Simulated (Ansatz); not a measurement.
# C$_{2}$H$_{5}$NSi (SMILES NC1=C[SiH2]1): what the fields show

The calculation's input:

```
crystal:
  periodic: [false, false, false]
  atoms:
    - {symbol: N, position_ang: [0.123095, 1.182054, -1.197645]}
    - {symbol: C, position_ang: [0.089085, 0.195433, -0.280112]}
    - {symbol: C, position_ang: [0.771932, -0.921005, 0.029099]}
    - {symbol: Si, position_ang: [-0.633112, -0.701323, 1.117733]}
    - {symbol: H, position_ang: [0.941011, 1.297764, -1.773029]}
    - {symbol: H, position_ang: [-0.441189, 1.998999, -1.057035]}
    - {symbol: H, position_ang: [1.645848, -1.436946, -0.344860]}
    - {symbol: H, position_ang: [-0.510073, -0.190629, 2.509241]}
    - {symbol: H, position_ang: [-1.898196, -1.470746, 0.979609]}
basis:
  gaussian: {orbitals: def2-TZVPP}
hamiltonian: {xc: pbe0, dispersion: d4}
output: {orbitals: {seedname: orbitals}}
```

Command:

```sh
ansatz run in.yaml --threads 2 --pin off --events-out ev --progress --plain --max-ram 4352MiB
```

Geometry: PBE0-D4/def2-TZVP.

All numbers below come from RKS PBE0-D4/def2-TZVPP (Ansatz).

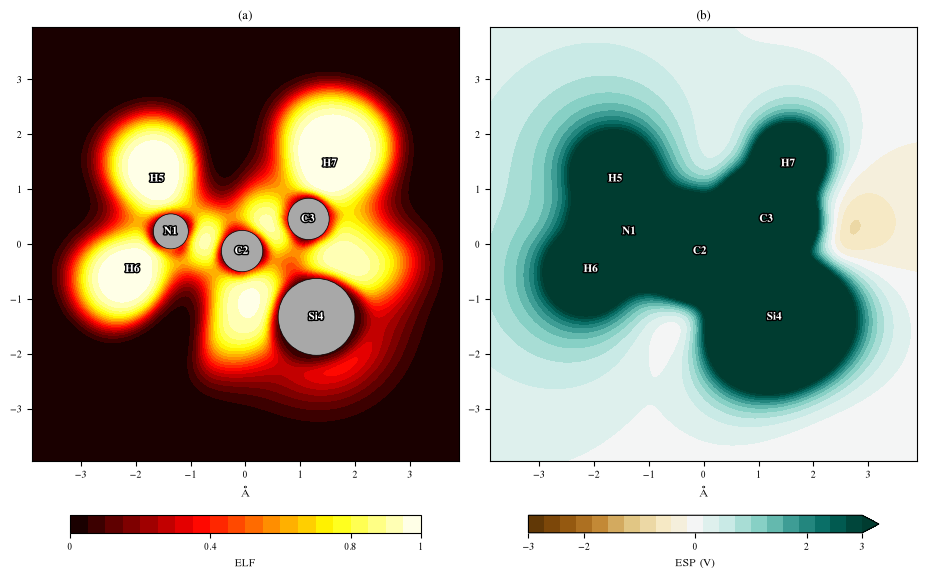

Figure 1. (a) electron localisation function; (b) electrostatic potential on the plane of atoms C2, C3 and Si4. Grey discs cover the atomic cores in the ELF map.

Question: Read the bonding off the picture.

Answer:
- The plane passes through N, C, Si and H nuclei.
- C–C (1.34 Å): the ELF peaks at about 0.90 between the atoms (a short, multiple covalent bond).
- C–N (1.35 Å): the ELF peaks at about 0.90 between the atoms, as expected for a covalent bond.
- C–Si (1.79 Å): the ELF peaks at about 0.75 between the atoms, as expected for a covalent bond.
- N–H (1.00 Å): the ELF climbs to about 1 towards the hydrogen, as it does in any bond to H: an ordinary covalent bond to hydrogen.
- C–H (1.08 Å): the ELF climbs to about 1 towards the hydrogen: a covalent bond by its length.
- Outside the dense part of the molecule the potential is most negative (−0.7 V) near C3.

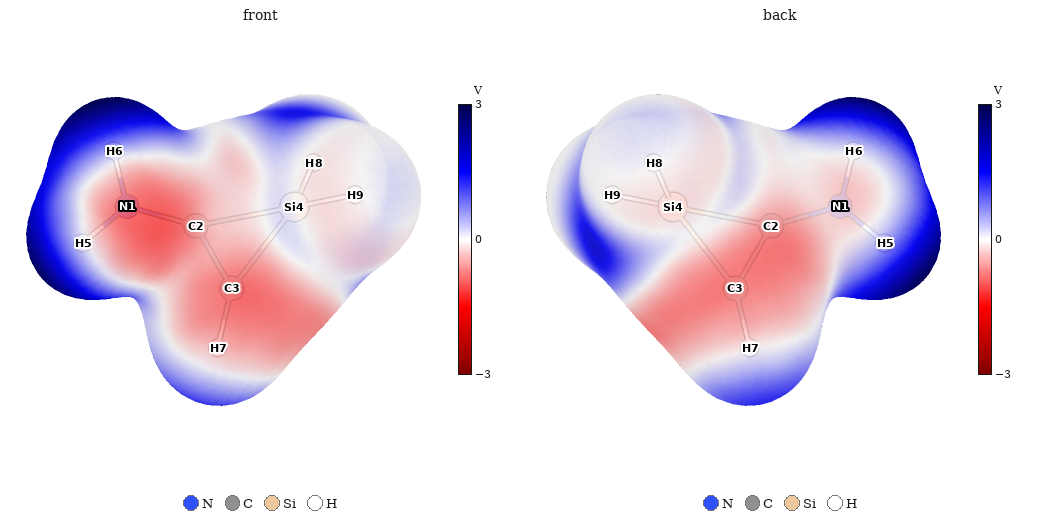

Figure 2. The electrostatic potential painted on the density surface at 0.004 e/bohr³, seen from the front and from behind; the colour scale runs from red (negative) to blue (positive).

Question: Describe the electrostatic potential map.

Answer: The most negative region (about −1.0 V, or −23 kcal/mol for a unit charge) lies over N1, the most positive (about +2.8 V, or +65 kcal/mol for a unit charge) over H5 and H6. N1 is the likeliest acceptor of a hydrogen bond.

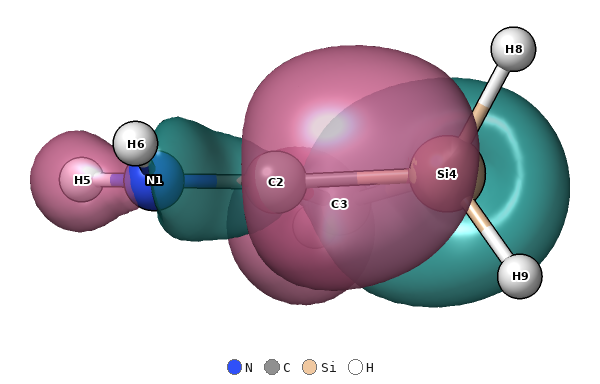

Figure 3. The HOMO−1 at ±0.1 Å⁻³ᐟ² (teal and pink are the two phases), seen from one side.

Question: Describe this orbital and give its energy.

Answer: By Hirshfeld shares it lies mainly on Si4 (about 35 %), C2 (about 25 %), C3 (about 20 %) and H7 (about 5 %). Its energy is −7.45 eV.
